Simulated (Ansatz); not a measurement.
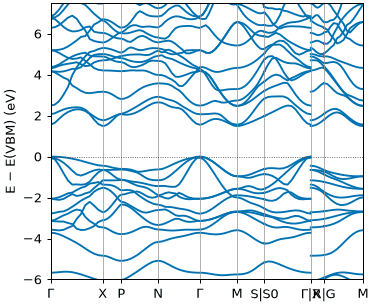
Figure: Band structure from r²SCAN in the plane-wave PAW code Ansatz

Q: Read off the gap and where the band edges lie.

A: About 1.5 eV (1.49 eV by a search for the band edges); maximum at Γ, minimum at M.

Q: Which of these materials gives this?
(A) Sr2ZnWO6, I4/m (Pearson symbol tI20)
(B) Rb2SnHgTe4, I-42m (Rb on 4c, Sn on 2b, Hg on 2a, Te on 8i)
(C) ZnGa2Te4, I-4 (Zn on 2a, Ga on 2b, Ga on 2d, Te on 8g)
(D) Li4MoO5, I4 (Li on 8c, Mo on 2a, O on 8c, O on 2a)

A: C, ZnGa2Te4, I-4 (Zn on 2a, Ga on 2b, Ga on 2d, Te on 8g)

The workflow started from a Materials Project entry (that database holds measured and hypothetical structures alike); the Crystallography Open Database copy checked does not list it. Its standing as an ambient phase is unchecked. Symmetry was held in the r²SCAN relaxation; its stability against distortions is not shown here. Spin–orbit coupling is left out wherever it is not named.

Potentials: the later of the program's two PAW sets.
